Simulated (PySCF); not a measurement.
Vertical excitations of a molecule C2H6FNOSi from PySCF 2.14.0 with TDA-PBE0/def2-SVPD, as energy in eV (oscillator strength): 5.77 (0.051), 6.40 (0.005), 6.62 (0.022), 6.79 (0.097), 6.96 (0.184), 7.09 (0.018), 7.41 (0.019), 7.59 (0.016), 7.66 (0.009), 7.74 (0.122). Lowest triplet (TDA): 4.01 eV. Geometry: PBE0-D3(BJ)/def2-SVP. Other conformers were not sampled.

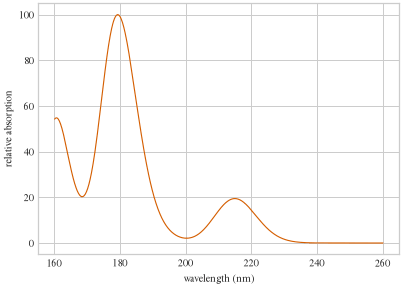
Figure: The lines broadened by 0.4 eV.

Question: Which structure fits?
A) N[Si]1(F)COC1
B) N[Si@@]1(F)CCO1
C) C=CO[Si@@H](N)F
D) N[SiH2]O/C=C/F

Answer: D, N[SiH2]O/C=C/F
